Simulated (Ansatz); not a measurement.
**C2H5AlBNO: a ladder of functionals and wavefunction methods, part 1 of 2**

Aim: compute C2H5AlBNO with functionals from several rungs and with coupled cluster. The yardstick is the atomisation energy at the CCSD(T) limit.

Method: functionals in def2-TZVPP, the program's frozen cores in correlated methods; program: Ansatz 0.2.0, Gaussian basis.

Levels to be run: LDA (SPW92), PBE-D4, revPBE-D4, BLYP-D4, r2SCAN-D4, B97M-V, PBE0-D4, B3LYP-D4, r2SCANh-D4, r2SCAN0-D4, HSE06-D4, BHLYP-D4, CAM-B3LYP-D4, LC-ωPBE, ωB97X-V, ωB97M-V, B2PLYP, PBE-QIDH; CCSD(T)/def2-SVP; CCSD(T)/def2-TZVPP; MP2/def2-QZVPP; extrapolation to the limit; RPA on PBE.

## 1. The geometry

All runs share one geometry, relaxed beforehand with PBE0-D4 in a triple-zeta def2 set.

SMILES `C=[N][Al]1[O][B]1C`, 11 atoms, charge 0, spin multiplicity 1.

Atoms are counted from 1 here; the program's logs count them from 0.

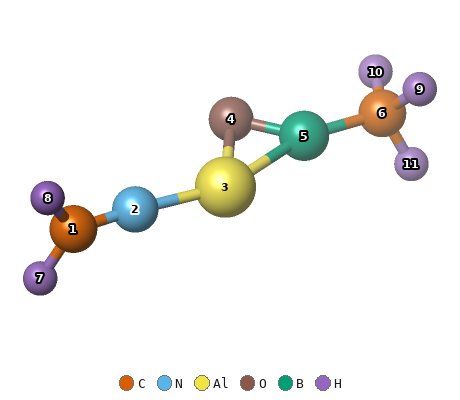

The geometry (carbon orange, nitrogen blue, aluminium yellow, oxygen brown, boron teal, hydrogen purple); atoms are numbered from 1 in the order of the file.

## 2. LDA

This LDA is Slater exchange with PW92 correlation.

File in.yaml:

```yaml
crystal:
  periodic: [false, false, false]
  atoms:
    - {symbol: C, position_ang: [-2.963883, 0.205312, 1.931107]}
    - {symbol: N, position_ang: [-1.936088, 0.025307, 1.253628]}
    - {symbol: Al, position_ang: [-0.531694, -0.364425, 0.304211]}
    - {symbol: O, position_ang: [0.553495, 1.008051, -0.222896]}
    - {symbol: B, position_ang: [1.169356, -0.036938, -0.745606]}
    - {symbol: C, position_ang: [2.435550, -0.309208, -1.592536]}
    - {symbol: H, position_ang: [-3.949004, 0.388176, 1.474490]}
    - {symbol: H, position_ang: [-2.954872, 0.200115, 3.032163]}
    - {symbol: H, position_ang: [3.101893, -1.001267, -1.070690]}
    - {symbol: H, position_ang: [2.977653, 0.616807, -1.806544]}
    - {symbol: H, position_ang: [2.162994, -0.788829, -2.536729]}
basis:
  gaussian: {orbitals: def2-TZVPP}
hamiltonian: {xc: lda}
output: {orbitals: {seedname: orbitals}}
```

Command:

```sh
$ ansatz run in.yaml --threads 4 --pin off --events-out ev --progress --plain --max-ram 10444MiB
```

Output:

```text
Functional definition: SPW92
  name "SPW92"
  cite "Dirac, Proc. Camb. Phil. Soc. 26, 376 (1930) doi:10.1017/S0305004100016108"
  cite "Slater, Phys. Rev. 81, 385 (1951) doi:10.1103/PhysRev.81.385"
  cite "Perdew & Wang, Phys. Rev. B 45, 13244 (1992) doi:10.1103/PhysRevB.45.13244"
  exchange = slater_x
  correlation = pw_c
1399 factors; their error is unknown
mean field evaluation 1: about -12860.8969 eV, gradient 1.1e2 eV
mean field evaluation 2: about -12744.7365 eV, gradient 2.3e2 eV
mean field evaluation 4: about -12884.2652 eV, gradient 3.6e1 eV
mean field evaluation 8: about -12886.7119 eV, gradient 8.5e-1 eV
mean field evaluation 16: about -12886.6962 eV, gradient 2.8e-3 eV
mean field -12886.69616650 eV, -473.5773492026 hartree, gradient 6.1e-5 eV, S^2 0.000000; 0 other end points of the search recorded, 0 dependent functions left out
reference -12886.69621565 eV, -473.5773510088 hartree; 25, 25 occupied and 242, 242 virtual orbitals, 1399 factors
Total energy: -12886.69621565 eV, -473.5773510088 hartree
```

Run time: 1.4 s. Hardware: 4 threads of Arm Neoverse V2, shared host; peak memory 0.32 GiB.

With the free atoms at this level, -12833.867 eV in sum, the atomisation energy is 52.830 eV. HOMO -4.99 eV, LUMO -2.59 eV.

## 3. PBE-D4 (GGA)

Changes to in.yaml since step 2:

```diff
@@ -16,3 +16,3 @@
   gaussian: {orbitals: def2-TZVPP}
-hamiltonian: {xc: lda}
-output: {orbitals: {seedname: orbitals}}
+hamiltonian: {xc: pbe, dispersion: d4}
+output: {forces: true, orbitals: {seedname: orbitals}}
```

Launched as before.

Output, shortened:

```text
Functional definition: PBE
  name "PBE"
  cite "Perdew, Burke & Ernzerhof, Phys. Rev. Lett. 77, 3865 (1996) doi:10.1103/PhysRevLett.77.3865"
  parent pbe
[...]
1399 factors; their error is unknown
[...]
mean field -12957.96833333 eV, -476.1965530237 hartree, gradient 2.0e-5 eV, S^2 0.000000; 0 other end points of the search recorded, 0 dependent functions left out
[...]
reference -12957.96838635 eV, -476.1965549719 hartree; 25, 25 occupied and 242, 242 virtual orbitals, 1399 factors
Total energy: -12958.17198613 eV, -476.2040371257 hartree
Atom 0 at    -2.963883     0.205312     1.931107 Å, force    -0.504079     0.073694     0.331583 eV/Å
Atom 1 at    -1.936088     0.025307     1.253628 Å, force     0.517690     0.024788    -0.326899 eV/Å
Atom 2 at    -0.531694    -0.364425     0.304211 Å, force    -0.088617    -0.492453    -0.004082 eV/Å
Atom 3 at     0.553495     1.008051    -0.222896 Å, force    -0.027381     0.736216     0.108552 eV/Å
Atom 4 at     1.169356    -0.036938    -0.745606 Å, force     0.247680    -0.329806    -0.199308 eV/Å
Atom 5 at     2.435550    -0.309208    -1.592536 Å, force    -0.098608     0.010888     0.065074 eV/Å
Atom 6 at    -3.949004     0.388176     1.474490 Å, force    -0.236077     0.037966    -0.089543 eV/Å
Atom 7 at    -2.954872     0.200115     3.032163 Å, force    -0.016503    -0.004236     0.254360 eV/Å
Atom 8 at     3.101893    -1.001267    -1.070690 Å, force     0.136146    -0.139306     0.087898 eV/Å
Atom 9 at     2.977653     0.616807    -1.806544 Å, force     0.107787     0.182560    -0.043157 eV/Å
Atom 10 at     2.162994    -0.788829    -2.536729 Å, force    -0.038039    -0.100311    -0.184476 eV/Å
Dipole moment:    -0.136525    -0.131281     0.069443 e Å
```

Run time: 2.7 s. Hardware: 4 threads of Arm Neoverse V2, shared host; peak memory 0.32 GiB.

Atomisation energy: 47.198 eV (free atoms -12910.974 eV, run apart). HOMO -4.85 eV, LUMO -2.35 eV.

## 4. revPBE-D4 (GGA)

Changes to in.yaml since step 3:

```diff
@@ -16,3 +16,3 @@
   gaussian: {orbitals: def2-TZVPP}
-hamiltonian: {xc: pbe, dispersion: d4}
-output: {forces: true, orbitals: {seedname: orbitals}}
+hamiltonian: {xc: {name: revPBE}, dispersion: d4}
+output: {orbitals: {seedname: orbitals}}
```

The command is unchanged.

Output:

```text
Functional definition: revPBE
  name "revPBE"
  cite "Zhang & Yang, Phys. Rev. Lett. 80, 890 (1998) doi:10.1103/PhysRevLett.80.890"
  cite "Perdew, Burke & Ernzerhof, Phys. Rev. Lett. 77, 3865 (1996) doi:10.1103/PhysRevLett.77.3865"
  parameter kappa = 1.245
  parameter beta = 0.06672455060314922
  exchange = pbe_x(kappa = kappa, mu = beta*pi^2/3)
  correlation = pbe_c(beta = beta)
1399 factors; their error is unknown
mean field evaluation 1: about -12942.1953 eV, gradient 1.1e2 eV
mean field evaluation 2: about -12828.9296 eV, gradient 2.2e2 eV
mean field evaluation 4: about -12964.1119 eV, gradient 3.3e1 eV
mean field evaluation 8: about -12966.2416 eV, gradient 7.6e-1 eV
mean field evaluation 16: about -12966.2240 eV, gradient 3.4e-3 eV
mean field -12966.22399363 eV, -476.4999429437 hartree, gradient 6.7e-5 eV, S^2 0.000000; 0 other end points of the search recorded, 0 dependent functions left out
reference -12966.22406004 eV, -476.4999453843 hartree; 25, 25 occupied and 242, 242 virtual orbitals, 1399 factors
Total energy: -12966.84163445 eV, -476.5226408250 hartree
```

It took 2.3 s on 4 threads of Arm Neoverse V2, shared host; peak memory 0.32 GiB.

With the free atoms at this level, -12920.993 eV in sum, the atomisation energy is 45.849 eV. HOMO -4.79 eV, LUMO -2.26 eV.

## 5. BLYP-D4 (GGA)

Changes to in.yaml since step 4:

```diff
@@ -16,3 +16,3 @@
   gaussian: {orbitals: def2-TZVPP}
-hamiltonian: {xc: {name: revPBE}, dispersion: d4}
+hamiltonian: {xc: {name: BLYP}, dispersion: d4}
 output: {orbitals: {seedname: orbitals}}
```

The command is unchanged.

Output:

```text
Functional definition: BLYP
  name "BLYP"
  cite "Becke, Phys. Rev. A 38, 3098 (1988) doi:10.1103/PhysRevA.38.3098"
  cite "Lee, Yang & Parr, Phys. Rev. B 37, 785 (1988) doi:10.1103/PhysRevB.37.785"
  parameter beta = 0.0042
  parameter a = 0.04918
  parameter b = 0.132
  parameter c = 0.2533
  parameter d = 0.349
  exchange = b88_x(beta = beta)
  correlation = lyp_c(a = a, b = b, c = c, d = d)
1399 factors; their error is unknown
mean field evaluation 1: about -12940.3539 eV, gradient 1.1e2 eV
mean field evaluation 2: about -12803.9585 eV, gradient 2.4e2 eV
mean field evaluation 4: about -12964.6471 eV, gradient 4.1e1 eV
mean field evaluation 8: about -12967.8675 eV, gradient 9.6e-1 eV
mean field evaluation 16: about -12967.8491 eV, gradient 3.0e-3 eV
mean field -12967.84907956 eV, -476.5596637500 hartree, gradient 1.6e-5 eV, S^2 0.000000; 0 other end points of the search recorded, 0 dependent functions left out
reference -12967.84951598 eV, -476.5596797881 hartree; 25, 25 occupied and 242, 242 virtual orbitals, 1399 factors
Total energy: -12968.29475969 eV, -476.5760421926 hartree
```

It took 2.3 s on 4 threads of Arm Neoverse V2, shared host; peak memory 0.32 GiB.

Atomisation energy: 46.108 eV (free atoms -12922.187 eV, run apart). HOMO -4.72 eV, LUMO -2.20 eV.

## 6. r2SCAN-D4 (meta-GGA)

Changes to in.yaml since step 5:

```diff
@@ -16,3 +16,3 @@
   gaussian: {orbitals: def2-TZVPP}
-hamiltonian: {xc: {name: BLYP}, dispersion: d4}
-output: {orbitals: {seedname: orbitals}}
+hamiltonian: {xc: r2scan, dispersion: d4}
+output: {forces: true, orbitals: {seedname: orbitals}}
```

The command is unchanged.

Output, shortened:

```text
Functional definition: r2SCAN
  name "r2SCAN"
  cite "Furness, Kaplan, Ning, Perdew & Sun, J. Phys. Chem. Lett. 11, 8208 (2020) doi:10.1021/acs.jpclett.0c02405"
  cite "Furness, Kaplan, Ning, Perdew & Sun, J. Phys. Chem. Lett. 11, 9248 (2020) doi:10.1021/acs.jpclett.0c03077"
  parent r2scan
[...]
1399 factors; their error is unknown
[...]
mean field -12965.25514012 eV, -476.4643382339 hartree, gradient 4.9e-5 eV, S^2 0.000000; 0 other end points of the search recorded, 0 dependent functions left out
[...]
reference -12965.25515540 eV, -476.4643387952 hartree; 25, 25 occupied and 242, 242 virtual orbitals, 1399 factors
Total energy: -12965.30590952 eV, -476.4662039748 hartree
Atom 0 at    -2.963883     0.205312     1.931107 Å, force    -0.230542     0.026977     0.151592 eV/Å
Atom 1 at    -1.936088     0.025307     1.253628 Å, force     0.239139     0.023849    -0.150423 eV/Å
Atom 2 at    -0.531694    -0.364425     0.304211 Å, force    -0.085427    -0.114682     0.040482 eV/Å
Atom 3 at     0.553495     1.008051    -0.222896 Å, force    -0.052489     0.194230     0.058167 eV/Å
Atom 4 at     1.169356    -0.036938    -0.745606 Å, force     0.156256    -0.133159    -0.117002 eV/Å
Atom 5 at     2.435550    -0.309208    -1.592536 Å, force    -0.010565     0.004176     0.007483 eV/Å
Atom 6 at    -3.949004     0.388176     1.474490 Å, force    -0.021677     0.000030    -0.004716 eV/Å
Atom 7 at    -2.954872     0.200115     3.032163 Å, force    -0.005239    -0.003681     0.020925 eV/Å
Atom 8 at     3.101893    -1.001267    -1.070690 Å, force    -0.007654     0.010655    -0.026515 eV/Å
Atom 9 at     2.977653     0.616807    -1.806544 Å, force    -0.003814    -0.011717     0.000235 eV/Å
Atom 10 at     2.162994    -0.788829    -2.536729 Å, force     0.022012     0.003321     0.019773 eV/Å
Dipole moment:    -0.155847    -0.131192     0.081828 e Å
```

Run time: 5.5 s. Hardware: 4 threads of Arm Neoverse V2, shared host; peak memory 0.35 GiB.

With the free atoms at this level, -12919.217 eV in sum, the atomisation energy is 46.089 eV. HOMO -4.97 eV, LUMO -2.17 eV.

## 7. B97M-V (meta-GGA)

Changes to in.yaml since step 6:

```diff
@@ -16,3 +16,3 @@
   gaussian: {orbitals: def2-TZVPP}
-hamiltonian: {xc: r2scan, dispersion: d4}
-output: {forces: true, orbitals: {seedname: orbitals}}
+hamiltonian: {xc: {name: B97M-V}}
+output: {orbitals: {seedname: orbitals}}
```

The command is unchanged.

Output, shortened:

```text
Functional definition: B97M-V
  name "B97M-V"
  cite "Mardirossian & Head-Gordon, J. Chem. Phys. 142, 074111 (2015) doi:10.1063/1.4907719"
  cite "Becke, J. Chem. Phys. 107, 8554 (1997) doi:10.1063/1.475007"
  cite "Vydrov & Van Voorhis, J. Chem. Phys. 133, 244103 (2010) doi:10.1063/1.3521275"
  # Of w^i u^j: cxij and so on, Table III.
[...]
  gx(w, u) = cx00 + cx01*u + cx02*u^2 + (cx10 + cx11*u)*w
  gss(w, u) = css00 + css02*u^2 + css10*w + (css32*w^3 + css42*w^4)*u^2
  gos(w, u) = cos00 + cos01*u + cos03*u^3 + cos10*w + cos32*w^3*u^2
[...]
      + integral(e_c_pw_mod_opposite_spin*gos(b97_w_opposite, b97_u_opposite)) + vv10(b, c)
1399 factors; their error is unknown
[...]
mean field -12967.53044275 eV, -476.5479540634 hartree, gradient 2.8e-5 eV, S^2 0.000000; 0 other end points of the search recorded, 0 dependent functions left out
reference -12967.53051541 eV, -476.5479567333 hartree; 25, 25 occupied and 242, 242 virtual orbitals, 1399 factors
Total energy: -12967.53051541 eV, -476.5479567333 hartree
```

Run time: 11 s. Hardware: 4 threads of Arm Neoverse V2, shared host; peak memory 0.41 GiB.

Atomisation energy: 46.081 eV (free atoms -12921.449 eV, run apart). HOMO -4.99 eV, LUMO -2.04 eV.

## 8. PBE0-D4 (hybrid)

Changes to in.yaml since step 7:

```diff
@@ -16,3 +16,3 @@
   gaussian: {orbitals: def2-TZVPP}
-hamiltonian: {xc: {name: B97M-V}}
+hamiltonian: {xc: pbe0, dispersion: d4}
 output: {orbitals: {seedname: orbitals}}
```

The command is unchanged.

Output:

```text
Functional definition: PBE0
  name "PBE0"
  cite "Adamo & Barone, J. Chem. Phys. 110, 6158 (1999) doi:10.1063/1.478522"
  cite "Perdew, Burke & Ernzerhof, Phys. Rev. Lett. 77, 3865 (1996) doi:10.1103/PhysRevLett.77.3865"
  parent pbe
  parameter a = 0.25
  parameter kappa = 0.804
  parameter beta = 0.06672455060314922
  exchange = (1 - a)*pbe_x(kappa = kappa, mu = beta*pi^2/3) + a*exact_x
  correlation = pbe_c(beta = beta)
1430 factors; their error is unknown
mean field evaluation 1: about -12942.6937 eV, gradient 8.8e1 eV
mean field evaluation 2: about -12904.4263 eV, gradient 1.5e2 eV
mean field evaluation 4: about -12958.5002 eV, gradient 1.3e1 eV
mean field evaluation 8: about -12958.8113 eV, gradient 1.2e-1 eV
mean field evaluation 16: about -12958.8272 eV, gradient 1.3e-4 eV
mean field -12958.82719133 eV, -476.2281154728 hartree, gradient 2.7e-5 eV, S^2 0.000000; 0 other end points of the search recorded, 0 dependent functions left out
reference -12958.82723045 eV, -476.2281169103 hartree; 25, 25 occupied and 242, 242 virtual orbitals, 1430 factors
Total energy: -12958.99987383 eV, -476.2344614378 hartree
```

Run time: 3.2 s. Hardware: 4 threads of Arm Neoverse V2, shared host; peak memory 0.62 GiB.

Atomisation energy: 45.956 eV (free atoms -12913.044 eV, run apart). HOMO -5.79 eV, LUMO -1.40 eV.

## 9. B3LYP-D4 (hybrid)

B3LYP here takes the VWN-RPA correlation.

Changes to in.yaml since step 8:

```diff
@@ -16,3 +16,3 @@
   gaussian: {orbitals: def2-TZVPP}
-hamiltonian: {xc: pbe0, dispersion: d4}
-output: {orbitals: {seedname: orbitals}}
+hamiltonian: {xc: {name: B3LYP}, dispersion: d4}
+output: {forces: true, orbitals: {seedname: orbitals}}
```

Launched as before.

Output, shortened:

```text
Functional definition: B3LYP
  name "B3LYP"
  cite "Stephens, Devlin, Chabalowski & Frisch, J. Phys. Chem. 98, 11623 (1994) doi:10.1021/j100096a001"
  cite "Becke, Phys. Rev. A 38, 3098 (1988) doi:10.1103/PhysRevA.38.3098"
  cite "Lee, Yang & Parr, Phys. Rev. B 37, 785 (1988) doi:10.1103/PhysRevB.37.785"
  cite "Vosko, Wilk & Nusair, Can. J. Phys. 58, 1200 (1980) doi:10.1139/p80-159"
[...]
1423 factors; their error is unknown
[...]
mean field -12970.43173903 eV, -476.6545747349 hartree, gradient 2.5e-5 eV, S^2 0.000000; 0 other end points of the search recorded, 0 dependent functions left out
[...]
reference -12970.43206339 eV, -476.6545866548 hartree; 25, 25 occupied and 242, 242 virtual orbitals, 1423 factors
Total energy: -12970.76017930 eV, -476.6666446921 hartree
Atom 0 at    -2.963883     0.205312     1.931107 Å, force    -0.171076     0.034567     0.114596 eV/Å
Atom 1 at    -1.936088     0.025307     1.253628 Å, force     0.086670    -0.005804    -0.056551 eV/Å
Atom 2 at    -0.531694    -0.364425     0.304211 Å, force    -0.046975    -0.096543     0.018157 eV/Å
Atom 3 at     0.553495     1.008051    -0.222896 Å, force     0.039747     0.055686    -0.017887 eV/Å
Atom 4 at     1.169356    -0.036938    -0.745606 Å, force     0.025855     0.041072    -0.011665 eV/Å
Atom 5 at     2.435550    -0.309208    -1.592536 Å, force     0.040561    -0.035990    -0.031893 eV/Å
Atom 6 at    -3.949004     0.388176     1.474490 Å, force     0.041565    -0.008542     0.041002 eV/Å
Atom 7 at    -2.954872     0.200115     3.032163 Å, force    -0.020236     0.002652    -0.055926 eV/Å
Atom 8 at     3.101893    -1.001267    -1.070690 Å, force    -0.010578     0.030635    -0.031717 eV/Å
Atom 9 at     2.977653     0.616807    -1.806544 Å, force    -0.013998    -0.038703     0.003332 eV/Å
Atom 10 at     2.162994    -0.788829    -2.536729 Å, force     0.028465     0.020970     0.028552 eV/Å
Dipole moment:    -0.186831    -0.179875     0.095713 e Å
```

Run time: 4.8 s. Hardware: 4 threads of Arm Neoverse V2, shared host; peak memory 0.7 GiB.

With the free atoms at this level, -12924.905 eV in sum, the atomisation energy is 45.855 eV. HOMO -5.64 eV, LUMO -1.60 eV.

## 10. r2SCANh-D4 (hybrid)

Changes to in.yaml since step 9:

```diff
@@ -16,3 +16,3 @@
   gaussian: {orbitals: def2-TZVPP}
-hamiltonian: {xc: {name: B3LYP}, dispersion: d4}
-output: {forces: true, orbitals: {seedname: orbitals}}
+hamiltonian: {xc: {name: r2SCANh}, dispersion: d4}
+output: {orbitals: {seedname: orbitals}}
```

Same command.

Output, shortened:

```text
Functional definition: r2SCANh
  name "r2SCANh"
  cite "Bursch, Neugebauer, Ehlert & Grimme, J. Chem. Phys. 156, 134105 (2022) doi:10.1063/5.0086040"
  cite "Furness, Kaplan, Ning, Perdew & Sun, J. Phys. Chem. Lett. 11, 8208 (2020) doi:10.1021/acs.jpclett.0c02405"
  cite "Furness, Kaplan, Ning, Perdew & Sun, J. Phys. Chem. Lett. 11, 9248 (2020) doi:10.1021/acs.jpclett.0c03077"
  parent r2scan
[...]
1399 factors; their error is unknown
[...]
mean field -12964.81539293 eV, -476.4481778227 hartree, gradient 1.3e-5 eV, S^2 0.000000; 0 other end points of the search recorded, 0 dependent functions left out
reference -12964.81540695 eV, -476.4481783377 hartree; 25, 25 occupied and 242, 242 virtual orbitals, 1399 factors
Total energy: -12964.86966669 eV, -476.4501723465 hartree
```

It took 5.5 s on 4 threads of Arm Neoverse V2, shared host; peak memory 0.65 GiB.

With the free atoms at this level, -12919.210 eV in sum, the atomisation energy is 45.659 eV. HOMO -5.33 eV, LUMO -1.81 eV.

## 11. r2SCAN0-D4 (hybrid)

Changes to in.yaml since step 10:

```diff
@@ -16,3 +16,3 @@
   gaussian: {orbitals: def2-TZVPP}
-hamiltonian: {xc: {name: r2SCANh}, dispersion: d4}
+hamiltonian: {xc: {name: r2SCAN0}, dispersion: d4}
 output: {orbitals: {seedname: orbitals}}
```

Launched as before.

Output, shortened:

```text
Functional definition: r2SCAN0
  name "r2SCAN0"
  cite "Bursch, Neugebauer, Ehlert & Grimme, J. Chem. Phys. 156, 134105 (2022) doi:10.1063/5.0086040"
  cite "Furness, Kaplan, Ning, Perdew & Sun, J. Phys. Chem. Lett. 11, 8208 (2020) doi:10.1021/acs.jpclett.0c02405"
  cite "Furness, Kaplan, Ning, Perdew & Sun, J. Phys. Chem. Lett. 11, 9248 (2020) doi:10.1021/acs.jpclett.0c03077"
  parent r2scan
[...]
1430 factors; their error is unknown
[...]
mean field -12964.19545857 eV, -476.4253956552 hartree, gradient 1.3e-5 eV, S^2 0.000000; 0 other end points of the search recorded, 0 dependent functions left out
reference -12964.19547070 eV, -476.4253961011 hartree; 25, 25 occupied and 242, 242 virtual orbitals, 1430 factors
Total energy: -12964.25543783 eV, -476.4275998523 hartree
```

It took 5.5 s on 4 threads of Arm Neoverse V2, shared host; peak memory 0.65 GiB.

With the free atoms at this level, -12919.214 eV in sum, the atomisation energy is 45.042 eV. HOMO -5.88 eV, LUMO -1.29 eV.

## 12. HSE06-D4 (hybrid)

HSE06 is the plane-wave form, built on full-range PBE exchange.

Changes to in.yaml since step 11:

```diff
@@ -16,3 +16,3 @@
   gaussian: {orbitals: def2-TZVPP}
-hamiltonian: {xc: {name: r2SCAN0}, dispersion: d4}
+hamiltonian: {xc: hse06, dispersion: d4}
 output: {orbitals: {seedname: orbitals}}
```

Launched as before.

Output, shortened:

```text
Functional definition: HSE06
  name "HSE06"
  cite "Heyd, Scuseria & Ernzerhof, J. Chem. Phys. 118, 8207 (2003) doi:10.1063/1.1564060"
  cite "Krukau, Vydrov, Izmaylov & Scuseria, J. Chem. Phys. 125, 224106 (2006) doi:10.1063/1.2404663"
  cite "Heyd & Scuseria, J. Chem. Phys. 120, 7274 (2004) doi:10.1063/1.1668634"
  cite "Ernzerhof & Perdew, J. Chem. Phys. 109, 3313 (1998) doi:10.1063/1.476928"
  cite "Perdew, Burke & Ernzerhof, Phys. Rev. Lett. 77, 3865 (1996) doi:10.1103/PhysRevLett.77.3865"
  parent pbe
[...]
  # The whole range is PBE's own exchange, as in plane waves. The composition of these papers is wPBEh.
[...]
1430 factors; their error is unknown
126 factors; integrals over basis functions are off by at most 6.1e-7 eV
[...]
mean field -12958.33121854 eV, -476.2098888089 hartree, gradient 3.4e-5 eV, S^2 0.000000; 0 other end points of the search recorded, 0 dependent functions left out
reference -12958.33127071 eV, -476.2098907261 hartree; 25, 25 occupied and 242, 242 virtual orbitals, 1430 factors
Total energy: -12958.49272205 eV, -476.2158239536 hartree
```

Run time: 3.5 s. Hardware: 4 threads of Arm Neoverse V2, shared host; peak memory 0.66 GiB.

Atomisation energy: 46.002 eV (free atoms -12912.490 eV, run apart). HOMO -5.40 eV, LUMO -1.77 eV.

## 13. BHLYP-D4 (hybrid)

Changes to in.yaml since step 12:

```diff
@@ -16,3 +16,3 @@
   gaussian: {orbitals: def2-TZVPP}
-hamiltonian: {xc: hse06, dispersion: d4}
+hamiltonian: {xc: {name: BHLYP}, dispersion: d4}
 output: {orbitals: {seedname: orbitals}}
```

Launched as before.

Output:

```text
Functional definition: BHLYP
  name "BHLYP"
  cite "Becke, J. Chem. Phys. 98, 1372 (1993) doi:10.1063/1.464304"
  cite "Becke, Phys. Rev. A 38, 3098 (1988) doi:10.1103/PhysRevA.38.3098"
  cite "Lee, Yang & Parr, Phys. Rev. B 37, 785 (1988) doi:10.1103/PhysRevB.37.785"
  parameter a = 0.5
  exchange = (1 - a)*b88_x + a*exact_x
  correlation = lyp_c
1597 factors; their error is unknown
mean field evaluation 1: about -12953.7674 eV, gradient 7.8e1 eV
mean field evaluation 2: about -12944.0580 eV, gradient 1.0e2 eV
mean field evaluation 4: about -12965.8673 eV, gradient 5.5e0 eV
mean field evaluation 8: about -12965.9326 eV, gradient 1.5e-1 eV
mean field evaluation 16: about -12965.9804 eV, gradient 3.2e-4 eV
mean field -12965.98043528 eV, -476.4909923395 hartree, gradient 5.3e-5 eV, S^2 0.000000; 0 other end points of the search recorded, 0 dependent functions left out
reference -12965.98065239 eV, -476.4910003178 hartree; 25, 25 occupied and 242, 242 virtual orbitals, 1597 factors
Total energy: -12966.23670851 eV, -476.5004102068 hartree
```

Wall time 3.4 s (4 threads of Arm Neoverse V2, shared host); peak memory 0.66 GiB.

Atomisation energy: 44.117 eV (free atoms -12922.120 eV, run apart). HOMO -6.67 eV, LUMO -0.36 eV.

(Continued in part 2 of 2.)
